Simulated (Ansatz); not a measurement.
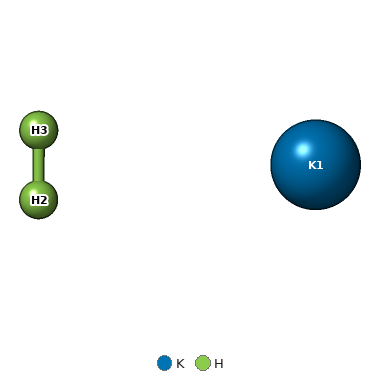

The system is the pair K···H₂, charge +1; the picture shows the reference structure. The turn is about an axis along (−0.79, 0.62, 0.00) in the frame of the relaxed pair, normal to the line between the partners. Coordinates scanned: (1) distance H3···K1; (2) turn of K1 about H3. Grid: 15 × 15 points. Points are written as (first, second). Energies are in cm⁻¹, from the ion and the molecule far apart, frozen as in the relaxed pair, each in its own basis (no counterpoise correction). These are results of RHF-MP2, frozen core/def2-TZVPD in Ansatz 0.2.0, not measurements.

Its coordinates:

```yaml
atoms:
  - { symbol: K, position_ang: [-0.0420, -0.0534, -1.9765] }
  - { symbol: H, position_ang: [-0.2078, -0.2647, 1.0014] }
  - { symbol: H, position_ang: [0.2498, 0.3182, 0.9751] }
```

Range: distance H3···K1 from 2.511 to 4.511 Å; turn of K1 about H3 from −60.0 to 60.0°.

Q: What landscape does the calculation give?

A: The lowest grid point is at (2.984 Å, 0.0°), −613 cm⁻¹ from the ion and the molecule far apart, frozen as in the relaxed pair, each in its own basis (no counterpoise correction). No other kind of well shows on this grid. The highest grid point, (2.511 Å, 60.0°), lies 5743 cm⁻¹ above the lowest. Round the minimum the valley is somewhat tilted: raising distance H3···K1 shifts the best value of turn of K1 about H3 upwards (coupling k₁₂/√(k₁₁k₂₂) about −0.5).

```csv
"turn of K1 about H3 ↓, distance H3···K1 →",2.511,2.561,2.642,2.742,2.857,2.984,3.122,3.269,3.425,3.588,3.760,3.938,4.123,4.314,4.511
60.0,5130,4188,2970,1878,1033,450,86,−113,−201,−222,−205,−173,−138,−107,−82
51.4,4035,3252,2242,1345,660,196,−85,−229,−282,−281,−252,−213,−174,−140,−112
42.9,2944,2319,1521,819,293,−53,−252,−342,−362,−341,−301,−255,−212,−174,−142
34.3,1981,1498,888,361,−25,−267,−394,−437,−429,−392,−343,−293,−246,−205,−171
25.7,1205,841,385,0,−271,−430,−499,−507,−477,−429,−374,−320,−272,−229,−193
17.1,631,357,20,−257,−441,−538,−566,−548,−504,−449,−391,−336,−287,−244,−207
8.6,235,28,−222,−420,−543,−596,−596,−563,−511,−452,−394,−340,−292,−249,−212
0.0,−15,−175,−363,−507,−588,−613,−597,−555,−500,−441,−384,−332,−286,−245,−209
−8.6,−156,−282,−429,−537,−592,−600,−575,−529,−474,−418,−364,−314,−271,−232,−199
−17.1,−218,−323,−442,−526,−565,−565,−536,−490,−437,−384,−334,−288,−248,−212,−182
−25.7,−228,−317,−419,−489,−519,−514,−485,−442,−392,−343,−297,−255,−219,−187,−160
−34.3,−203,−283,−373,−435,−460,−455,−427,−387,−341,−297,−255,−218,−186,−159,−135
−42.9,−159,−233,−316,−372,−396,−391,−365,−329,−288,−248,−211,−180,−152,−129,−109
−51.4,−106,−175,−254,−308,−331,−327,−304,−272,−235,−200,−168,−141,−118,−99,−83
−60.0,−51,−118,−194,−247,−270,−268,−248,−219,−187,−156,−129,−106,−88,−72,−59
```

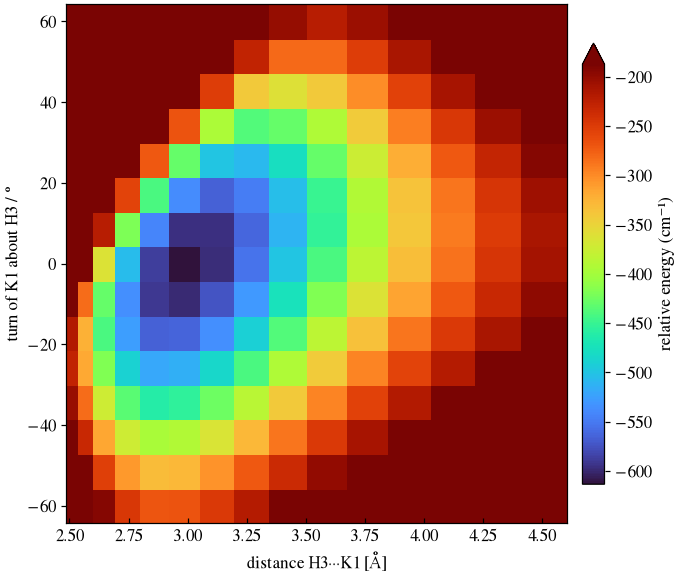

The picture shows one coloured cell a grid point, one colour for all values above the top of the scale.

Each point was launched as `ansatz run input.yaml --threads 1 --pin off --max-ram 2560MiB --backend cpu --events-out ev --progress --plain --runs-dir out`. The whole map (225 points run) took 100 s on 1 thread of Arm Neoverse V2, on a shared host.
